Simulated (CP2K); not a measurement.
Band structure of Hf₃Pt (P6_3/mmc, 8 atoms in the cell).

```xyz
8
Lattice="5.9886 0.0000 0.0000 -2.9943 5.1862 0.0000 0.0000 0.0000 5.1395" Properties=species:S:1:pos:R:3 pbc="T T T"
Hf     1.5426     0.8906     3.8546
Hf     1.4517     4.2956     1.2849
Hf     0.0000     1.7812     1.2849
Hf     2.9943     3.4050     3.8546
Hf     4.4460     0.8906     3.8546
Hf    -1.4517     4.2956     1.2849
Pt     2.9943     1.7287     1.2849
Pt     0.0000     3.4575     3.8546
```

Level of theory: PBEsol, GPW, DZVP-MOLOPT-SR-GTH basis, GTH-PBE potentials (GTH_POTENTIALS) in CP2K.

Settings: CUTOFF = 500 Ry; REL_CUTOFF = 50 Ry; SMEAR/METHOD = GAUSSIAN; SIGMA = 0.1 eV; KPOINTS/SCHEME = MONKHORST-PACK 4 4 4; GAMMA_CENTERED = T; XC_FUNCTIONAL = PBE:PBESOL; Hf/BASIS_SET = DZVP-MOLOPT-SR-GTH-q12; Hf/POTENTIAL = GTH-PBE-q12; Pt/BASIS_SET = DZVP-MOLOPT-SR-GTH-q18; Pt/POTENTIAL = GTH-PBE-q18; METHOD = GPW; EPS_DEFAULT = 1e-10; EXTRAPOLATION = USE_GUESS.

The starting cell comes from a database of computed structures (which also holds hypothetical and non-ambient phases and stackings), without a prior relaxation at this level. Spin-orbit coupling is off. Spin polarisation is off. Values carry the incompleteness of an atom-centred basis. The potentials were made for another functional than the one used.

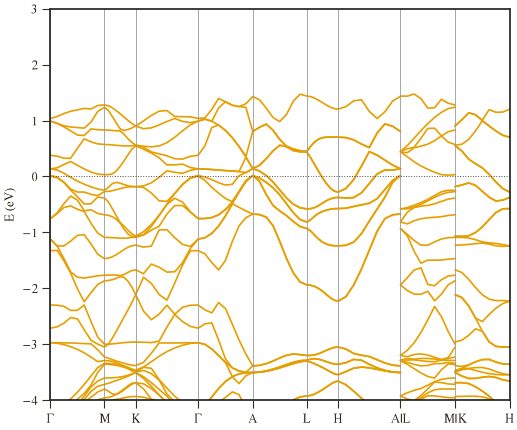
Figure. Bands along the path, energies from the Fermi level.

Levels in eV from the Fermi level, bands 51 to 56:
```csv
point,51,52,53,54,55,56
Γ,-0.75,0.01,0.02,0.14,0.14,0.38
M,-0.68,-0.39,-0.27,-0.25,0.03,0.57
K,-1.07,-1.07,-0.18,-0.18,0.55,0.56
A,0.02,0.02,0.14,0.14,0.14,0.14
L,-0.81,-0.81,-0.58,-0.58,0.44,0.44
H,-0.57,-0.57,-0.37,-0.37,-0.28,-0.28
```

Bands cross the Fermi level along this path, so the cell is metallic at this level.

Higher empty bands are left out: an atom-centred basis made for the valence describes them poorly.
